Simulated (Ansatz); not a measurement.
Consider CH$_{2}$ClFOSi (SMILES FC1(Cl)O[SiH2]1).

Input file:

```
crystal:
  periodic: [false, false, false]
  atoms:
    - {symbol: F, position_ang: [-0.309050, -1.230642, 1.517303]}
    - {symbol: C, position_ang: [0.262293, -0.694716, 0.425102]}
    - {symbol: Cl, position_ang: [1.854126, -1.410664, 0.208677]}
    - {symbol: O, position_ang: [-0.558260, -0.779308, -0.699959]}
    - {symbol: Si, position_ang: [-0.290459, 0.853911, -0.350738]}
    - {symbol: H, position_ang: [-1.459079, 1.599713, 0.155289]}
    - {symbol: H, position_ang: [0.561629, 1.593707, -1.301374]}
basis:
  gaussian: {orbitals: def2-TZVPP}
hamiltonian: {xc: pbe0, dispersion: d4}
output: {orbitals: {seedname: orbitals}}
```

Run with:

```sh
ansatz run in.yaml --threads 2 --pin off --events-out ev --progress --plain --max-ram 4352MiB
```

Geometry: PBE0-D4/def2-TZVP.

These are results of RKS PBE0-D4/def2-TZVPP in Ansatz, not measurements.

> What will maps of the electron density and electron localisation function show?

C–Cl (1.76 Å): ρ at the midpoint is about 1.4 e/Å³; the ELF peaks at about 0.90 between the atoms; a covalent bond.
C–Si (1.82 Å): the density is about 0.92 e/Å³ at the midpoint; the ELF peaks at about 0.80 between the atoms, as expected for a covalent bond.
Si–H (1.48 Å): ρ is about 0.85 e/Å³ halfway; the ELF climbs to about 1 towards the hydrogen, as it does in any bond to H.

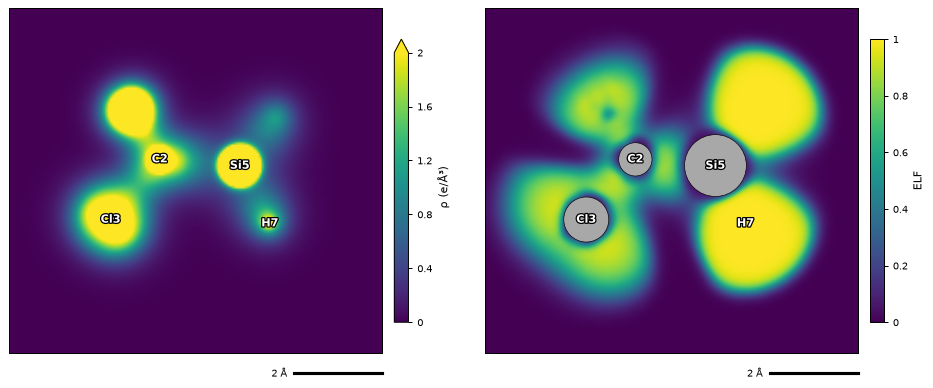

Computed electron density and electron localisation function on the plane of atoms C2, Si5 and H7, in this order. Grey discs cover the atomic cores in the ELF map. 
